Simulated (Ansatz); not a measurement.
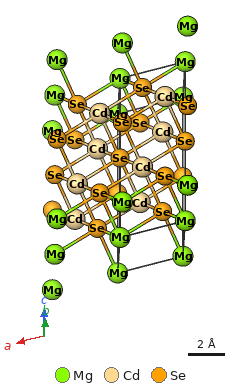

A crystal of MgCd2Se3 (a generated structure, set up in P-3m1) (coarse preliminary run), before the relaxation. Style: ball-and-stick. Shown: the cell of the calculation, repeated 2 × 2 × 1 with one cell outlined, from a free direction.

Method: Ansatz 0.2.0, DFT PBE, scalar-relativistic, plane waves, PAW.

The input:
```yaml
crystal:
  lattice:
    - [4.13302156, 0.0, 0.0]
    - [-2.06651078, 3.57930166, 0.0]
    - [0.0, 0.0, 10.12379391]
  atoms:
    - { symbol: Mg, position: [0.0, 0.0, 0.0] }
    - { symbol: Cd, position: [0.33333333, 0.66666667, 0.66666667] }
    - { symbol: Cd, position: [0.66666667, 0.33333333, 0.33333333] }
    - { symbol: Se, position: [0.0, 0.0, 0.5] }
    - { symbol: Se, position: [0.33333333, 0.66666667, 0.16666667] }
    - { symbol: Se, position: [0.66666667, 0.33333333, 0.83333333] }
basis:
  ecutwfc: 420
kpoints:
  mp_grid: { grid: [6, 6, 2] }
hamiltonian:
  xc: pbe
scf:
  occupations: { method: gaussian, width: 0.1 }
  lower_state_search: "off"
output:
  forces: true
  stress: true
  eigenvalues: true
relax:
  adjacent_minimum: "off"
  f_tol: 0.04
  max_steps: 70
  cell: { stress_tol: 0.4 }
```

Run as
```bash
ansatz run input.yaml --threads 1 --pin off --max-ram 2560MiB --backend cpu --events-out ev --progress --plain --runs-dir out
```

> Where does the relaxation end?

The energy falls by 0.234 eV per cell of the calculation in 3 accepted moves (4 points after the start). The largest force component goes from 0.34 to 0.023 eV/Å. Pressure: −4.40 GPa at the start and −0.14 GPa at the end. At 1 point the geometry stayed and the basis and grid were re-selected for the new cell (energy shift of 2.4 meV per cell of the calculation at most each time). The largest moves relative to the cell, 0.090 Å, are those of Se5 and Se6. Se6 goes along +c. Largest moves by element: Se 0.090 Å, Cd 0.040 Å. Mg stays in place. The drawn cell changes as follows: a = b 4.133 → 4.012 Å (−2.9 %), c 10.124 → 9.813 Å (−3.1 %); the volume changes by −8.7 %. Near-neighbour distances that change, for instance: Mg1–Se5 2.922 → 2.785 Å, Cd2–Se4 2.922 → 2.859 Å. Among the angles between lasting bonds that change: Mg1–Se6–Cd2 180.0° → 177.7°, Mg1–Se6–Mg1 90.0° → 92.2°, Se5–Mg1–Se5 90.0° → 92.2°. The space group stays P-3m1 (No. 164).

History of the run:

```json
{"step": "0", "E − E(0), meV/atom": "0.00", "largest force component, eV/Å": "0.3420", "pressure, GPa": "-4.40", "volume, Å³/atom": "24.961", "note": ""}
{"step": "1", "E − E(0), meV/atom": "-26.68", "largest force component, eV/Å": "0.2898", "pressure, GPa": "2.99", "volume, Å³/atom": "21.737", "note": ""}
{"step": "2", "E − E(0), meV/atom": "-38.72", "largest force component, eV/Å": "0.0839", "pressure, GPa": "-0.34", "volume, Å³/atom": "22.892", "note": ""}
{"step": "3", "E − E(0), meV/atom": "-39.34", "largest force component, eV/Å": "0.0231", "pressure, GPa": "-0.14", "volume, Å³/atom": "22.798", "note": ""}
{"step": "4", "E − E(0), meV/atom": "-38.94", "largest force component, eV/Å": "0.0228", "pressure, GPa": "-0.14", "volume, Å³/atom": "22.798", "note": "same geometry, new basis"}
```

Final geometry:

```
Mg Cd Se
1.0
     4.01208    0.00000    0.00000
    -2.00604    3.47456    0.00000
     0.00000    0.00000    9.81251
Mg Cd Se
1 2 3
Cartesian
  -2.0060 3.4746 9.8125
  0.0000 2.3164 6.5816
  2.0060 1.1582 3.2309
  -2.0060 3.4746 4.9063
  0.0000 2.3164 1.5456
  2.0060 1.1582 8.2669
```

After the run, drawn alike:

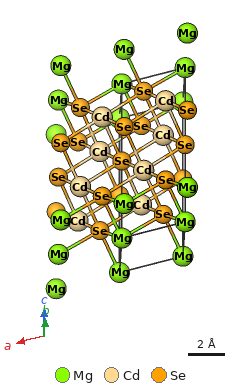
